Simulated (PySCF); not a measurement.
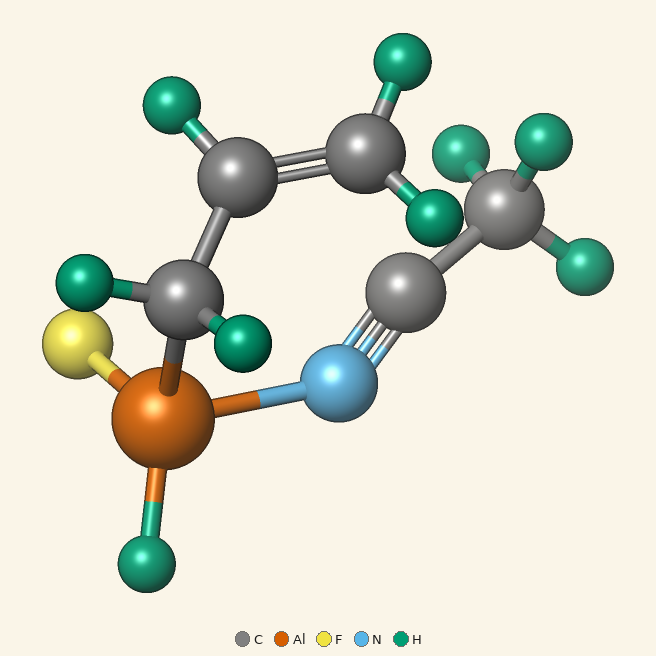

The picture shows a molecular structure as a ball-and-stick model. Multiple sticks mark multiple bonds (one Kekulé form).

The computed structure is the end point of a GFN2-xTB optimisation. No frequency run is at hand to confirm it as a minimum.

What does the picture show?

It has 17 atoms: 5 carbon, 9 hydrogen, 1 aluminium, 1 fluorine and 1 nitrogen (C₅H₉AlFN). As SMILES it reads `C=C[CH2][Al@@H-]([F])[N+]#CC`. Among its groups: alkene. The point group is C1. Coordination, clear cases only: 2 C trigonal planar; 2 C tetrahedral; 1 N bent; 1 C bent.

More results for the same structure follow; atom numbers are the same in all pictures, views and colours differ.

Charges

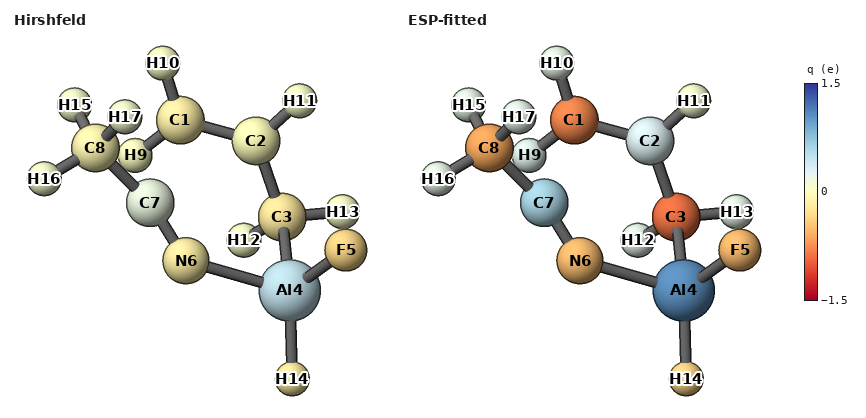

Atomic charges of one calculation by 2 schemes, on one colour scale. No frequency run is at hand to confirm it as a minimum. Computed with PBE0/pcSseg-1 (PySCF 2.14.0).

Which scheme gives the most polar picture (largest mean size of the charges)?

Answer. The ESP-fitted charges are the largest in size here.

On which atom do the schemes disagree most?

Answer. On C3 (from −0.85 to −0.19 e).

List the charges (e), one line for each set of equivalent atoms.

```tsv
atom	Hirshfeld	ESP-fitted
C1	−0.13	−0.75
C2	−0.02	0.28
C3	−0.19	−0.85
Al4	0.45	1.02
F5	−0.34	−0.49
N6	−0.14	−0.48
C7	0.19	0.58
C8	−0.07	−0.61
H9	0.03	0.25
H10	0.04	0.21
H11	0.05	0.09
H12	0.04	0.23
H13	0.04	0.22
H14	−0.18	−0.33
H15	0.07	0.22
H16	0.08	0.21
H17	0.09	0.22
```

Dipole moment

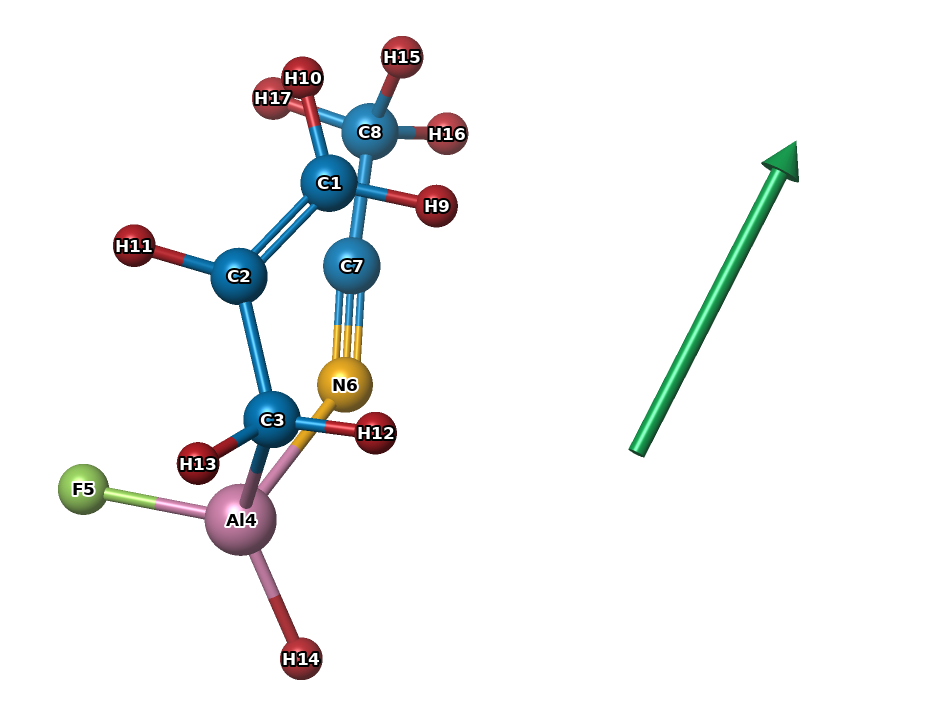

The arrow beside the molecule shows the direction of the dipole moment, from the negative to the positive end (its length means nothing). No frequency run is at hand to confirm it as a minimum. Level of theory: PBE0/pcSseg-1, gas phase (PySCF 2.14.0).

How large is the dipole moment?

Answer. 5.90 D; it points from the side of H14 to the side of H15 (the outermost atoms at the two ends).

Quadrupole coupling

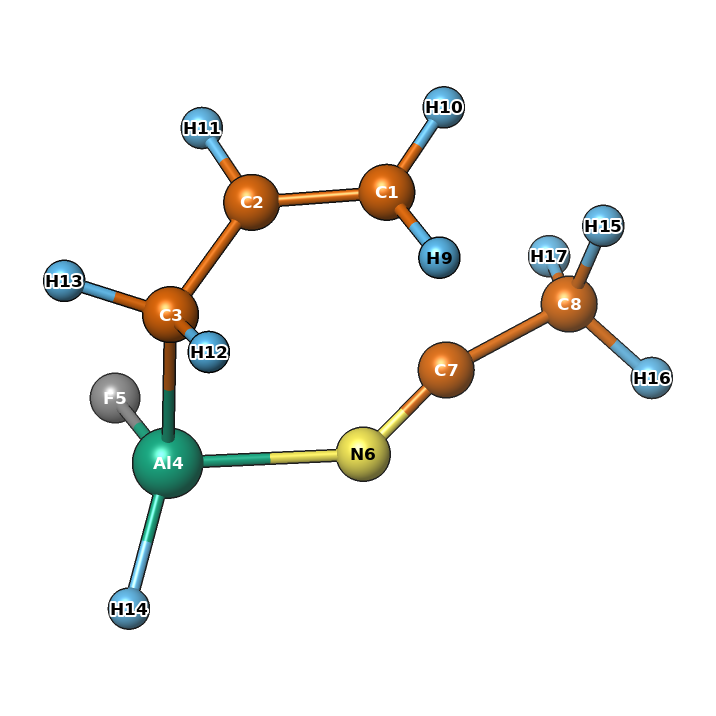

No frequency run is at hand to confirm it as a minimum. Electric field gradients from the ground-state density, PBE0/pcSseg-1 (PySCF 2.14.0), non-relativistic apart from any core potentials.

Give the largest field-gradient component, the quadrupole coupling constant and the asymmetry for 27Al at Al4 (Q = 146.6 mb), 14N at N6 (Q = 20.44 mb), 2H at H9 (Q = 2.86 mb), 2H at H10 (Q = 2.86 mb).

```tsv
atom	V_zz (a.u.)	e²qQ/h (MHz)	η
Al4	0.662	22.8	0.84
N6	−0.447	−2.15	0.93
H9	0.337	0.227	0.06
H10	0.344	0.231	0.07
```

The geometry is semi-empirical. Around Al such bond lengths and angles can be off by a tenth of an ångström or more and by several degrees, and values that hang on the shape move with them.
